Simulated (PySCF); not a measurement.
# NdBr2: other functionals and bases at one geometry

How far do other levels of theory move the description of NdBr2, and what does each cost? The species was built from a template and needn't be a known compound.

Computed with PySCF 2.14.0. Level: several levels, as the steps say, no spin–orbit coupling.

1 further run of the same task is left out (for a known fault of the program).

## Step 1: The system as given

3 atoms, charge 0, spin multiplicity 1.

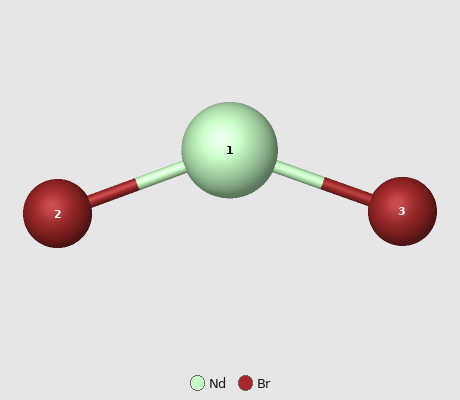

The structure; neodymium light green, bromine red; atoms are numbered from 1 in the order of the file.

Geometry (Å):

```xyz
3

Nd    0.0000    0.0000   -0.4700
Br    2.6573    0.0000    0.4907
Br   -2.6573    0.0000    0.4907
```

Formal oxidation states: Nd +2. Each metal's 4 4f electrons lie in its core potential, so multiplicities, spins and levels count the valence alone. An earlier session relaxed this geometry at PBE0, Nd lcecp-0-SVP with ECP50, Br def2-SVP (singlet, point group C2v).

At PBE0 on the finer grid: E = -5175.043178 Eh, frontier levels not given, since the 4f levels lie in the core, Mulliken charge on Nd1 +0.88 e, largest force component 0.004 eV/Å. 

Levels to run: B3LYP; PBE; PBE0, TZVP. Hardware: 2 threads of Arm Neoverse V1, shared host.

## Step 2: B3LYP

The input, run.py (the lines that set the calculation):

```python
mol = gto.M(atom='''
Nd     0.00000     0.00000    -0.47001
Br     2.65732     0.00000     0.49066
Br    -2.65732     0.00000     0.49066''',
    basis={'Nd': 'lcecp-0-SVP', 'Br': 'def2-SVP'},
    ecp={'Nd': 'lcecp-0-SVP'},
    charge=0, spin=0)
mf = dft.RKS(mol, xc='B3LYP')
mf.grids.atom_grid = (75, 302)  # f atoms: unpruned, at least (60, 302)
mf = mf.density_fit()  # fitting sets: Nd AutoAux, Br def2-universal-JKFIT
mf.conv_tol = 1e-08; mf.max_cycle = 55
mf.kernel(dm0)  # dm0: the density of the relaxed state
```

Command:

```bash
> OMP_NUM_THREADS=2 python run.py
```

The program printed:

```text
init E= -5175.70805272185
cycle= 1 E= -5175.70874566372  delta_E= -0.000693  |g|= 0.0251  |ddm|= 0.145
cycle= 2 E= -5175.70876957796  delta_E= -2.39e-05  |g|= 0.0165  |ddm|= 0.0167
cycle= 3 E= -5175.70878537152  delta_E= -1.58e-05  |g|= 0.00198  |ddm|= 0.00878
cycle= 4 E= -5175.7087864338  delta_E= -1.06e-06  |g|= 0.000226  |ddm|= 0.00345
cycle= 5 E= -5175.70878645615  delta_E= -2.24e-08  |g|= 9.64e-05  |ddm|= 0.000642
cycle= 6 E= -5175.70878645967  delta_E= -3.52e-09  |g|= 1.37e-05  |ddm|= 0.000133
Extra cycle  E= -5175.7087864597  delta_E= -2.64e-11  |g|= 1.51e-05  |ddm|= 4.91e-05
converged SCF energy = -5175.7087864597
```

It took 4.5 s on 2 threads of Arm Neoverse V1, shared host.

Read off: E = -5175.708786 Eh, frontier levels not given, since the 4f levels lie in the core, Mulliken charge on Nd1 +0.81 e, largest force component 0.147 eV/Å. 

## Step 3: PBE

Edit run.py (the lines that set the calculation) of step 2 so:

```diff
@@ -7,3 +7,3 @@
     charge=0, spin=0)
-mf = dft.RKS(mol, xc='B3LYP')
+mf = dft.RKS(mol, xc='PBE')
 mf.grids.atom_grid = (75, 302)  # f atoms: unpruned, at least (60, 302)
```

Command:

```bash
> OMP_NUM_THREADS=2 python run.py
```

The program printed:

```text
init E= -5174.87058544646
cycle= 1 E= -5174.87150256256  delta_E= -0.000917  |g|= 0.0926  |ddm|= 0.286
cycle= 2 E= -5174.86887929226  delta_E= 0.00262  |g|= 0.131  |ddm|= 0.281
cycle= 3 E= -5174.87293689324  delta_E= -0.00406  |g|= 0.0123  |ddm|=  0.2
cycle= 4 E= -5174.87299745971  delta_E= -6.06e-05  |g|= 0.00129  |ddm|= 0.0233
cycle= 5 E= -5174.87299823131  delta_E= -7.72e-07  |g|= 0.000152  |ddm|= 0.00269
cycle= 6 E= -5174.87299823746  delta_E= -6.15e-09  |g|= 5.37e-05  |ddm|= 0.000288
Extra cycle  E= -5174.8729982358  delta_E= 1.66e-09  |g|= 9.14e-05  |ddm|= 0.00027
converged SCF energy = -5174.8729982358
```

It took 4.3 s on 2 threads of Arm Neoverse V1, shared host.

Read off: E = -5174.872998 Eh, frontier levels not given, since the 4f levels lie in the core, Mulliken charge on Nd1 +0.75 e, largest force component 0.070 eV/Å. 

## Step 4: PBE0, TZVP

Basis: Nd lcecp-0-TZVP with ECP50, Br def2-TZVP. 

The input, run.py (the lines that set the calculation):

```python
mol = gto.M(atom='''
Nd     0.00000     0.00000    -0.47001
Br     2.65732     0.00000     0.49066
Br    -2.65732     0.00000     0.49066''',
    basis={'Nd': 'lcecp-0-TZVP', 'Br': 'def2-TZVP'},
    ecp={'Nd': 'lcecp-0-TZVP'},
    charge=0, spin=0)
mf = dft.RKS(mol, xc='PBE0')
mf.grids.atom_grid = (75, 302)  # f atoms: unpruned, at least (60, 302)
mf = mf.density_fit()  # fitting sets: Nd AutoAux, Br def2-universal-JKFIT
mf.conv_tol = 1e-08; mf.max_cycle = 55
mf.kernel(dm0)  # dm0: free metal ions and neutral atoms
```

Command:

```bash
> OMP_NUM_THREADS=2 python run.py
```

The program printed:

```text
init E= -5258.62339930183
cycle= 1 E= -5166.739871077  delta_E= 91.9  |g|= 8.31  |ddm|= 5.31
cycle= 2 E= -5151.85249450988  delta_E= 14.9  |g|= 8.36  |ddm|= 9.68
cycle= 3 E= -5161.22091994574  delta_E= -9.37  |g|= 5.45  |ddm|=   11
cycle= 4 E= -5175.56298952151  delta_E= -14.3  |g|= 0.514  |ddm|= 7.21
cycle= 5 E= -5175.65768616984  delta_E= -0.0947  |g|= 0.208  |ddm|= 1.08
cycle= 6 E= -5175.66828060676  delta_E= -0.0106  |g|= 0.0507  |ddm|= 0.325
cycle= 7 E= -5175.66898669321  delta_E= -0.000706  |g|= 0.013  |ddm|= 0.054
cycle= 8 E= -5175.66903311581  delta_E= -4.64e-05  |g|= 0.0025  |ddm|= 0.02
cycle= 9 E= -5175.66903489256  delta_E= -1.78e-06  |g|= 0.00102  |ddm|= 0.00283
cycle= 10 E= -5175.66903521293  delta_E= -3.2e-07  |g|= 6.97e-05  |ddm|= 0.000942
cycle= 11 E= -5175.6690352148  delta_E= -1.88e-09  |g|= 1.81e-05  |ddm|= 0.000106
Extra cycle  E= -5175.6690352148  delta_E= 3.64e-12  |g|= 2.08e-05  |ddm|= 5.01e-05
converged SCF energy = -5175.6690352148
```

Wall time 11 s (2 threads of Arm Neoverse V1, shared host).

Result: E = -5175.669035 Eh, frontier levels not given, since the 4f levels lie in the core, Mulliken charge on Nd1 +1.21 e, largest force component 0.033 eV/Å. 

## Step 5: Results

| level | state | charge on Nd1 (e) | dipole (D) | largest force (eV/Å) | basis functions | time |
| --- | --- | --- | --- | --- | --- | --- |
| PBE0 (relaxed here) | singlet | 0.88 | 5.53 | 0.00 | 95 | 11 s |
| B3LYP | singlet | 0.81 | 5.43 | 0.15 | 95 | 4.5 s |
| PBE | singlet | 0.75 | 5.22 | 0.07 | 95 | 4.3 s |
| PBE0, TZVP | singlet | 1.21 | 5.61 | 0.03 | 143 | 11 s |

Times are on 2 threads of Arm Neoverse V1, shared host; the first row also made further properties.

The largest leftover force, 0.15 eV/Å with B3LYP, stands at a geometry relaxed at another level. The Mulliken charge on Nd spans +0.75 to +1.21 e over the levels. With 4f in the core, its levels are missing from HOMO and gap. Total energies of different levels can't be compared. Spin–orbit coupling is left out throughout.
